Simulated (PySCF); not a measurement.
Si(Cl)(F)2(tBu), C₄H₉ClF₂Si, SMILES CC(C)(C)[Si](F)(F)Cl at its GFN2-xTB optimised geometry (Å):

```
17

C      0.2547    -1.6505     1.6689
C     -0.1403    -0.1686     1.5982
C      0.4493     0.5560     2.8171
C     -1.6708    -0.0642     1.6572
Si     0.5273     0.6288     0.0000
F      0.2474     2.2075     0.0000
F      2.1307     0.6288     0.0000
Cl    -0.1186    -0.1414    -1.7131
H     -0.1154    -2.0885     2.5943
H      1.3361    -1.7648     1.6460
H     -0.1673    -2.2075     0.8352
H      0.0722     0.1050     3.7334
H      0.1733     1.6079     2.8144
H      1.5345     0.4867     2.8226
H     -2.0365    -0.5059     2.5824
H     -2.1307    -0.5897     0.8232
H     -1.9898     0.9752     1.6260
```

Computed with B3LYP/def2-SVP run with PySCF. Cells within 0.4 Å of a nucleus heavier than hydrogen are left out (blank, or x).

Map of the HOMO amplitude (bohr^(-3/2)) on the plane z = 0.0 Å; orbital energy -8.44 eV, overall sign arbitrary:

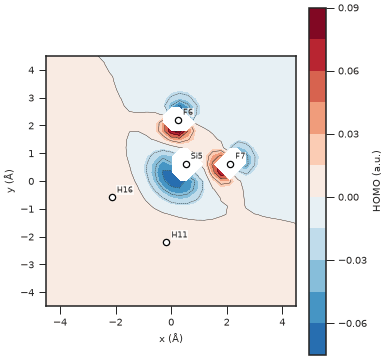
Figure. HOMO amplitude (bohr^(-3/2)) on the plane z = 0.0 Å.
